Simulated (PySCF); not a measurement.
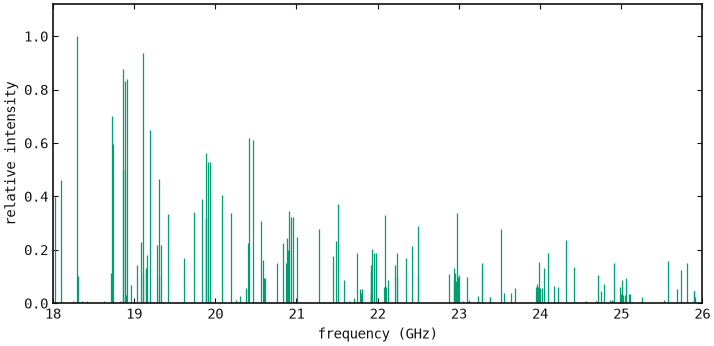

Simulated rotational absorption lines between 18 and 26 GHz at 1.5 K: rigid rotor with the equilibrium constants and dipole of one optimised conformer (PBE0-D3(BJ)/def2-SVP, PySCF), commonest isotopes; no centrifugal distortion, hyperfine structure, internal rotation or nuclear-spin weights; lines within 1 MHz of each other are summed.

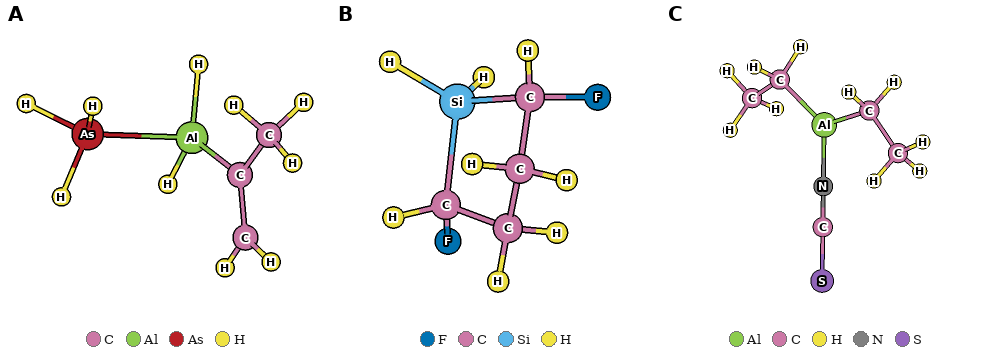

Which molecule gives this spectrum? The candidates are drawn in the second picture.

Structure C, C₅H₁₀AlNS, singlet. Rotational constants A, B, C = 1.361, 0.8028, 0.5115 GHz, |μa|, |μb|, |μc| = 3.34, 0.03, 0.00 D.

Caveats: coarse grid, loose stop and no frequency check, small forces are noise and the end may be a saddle.
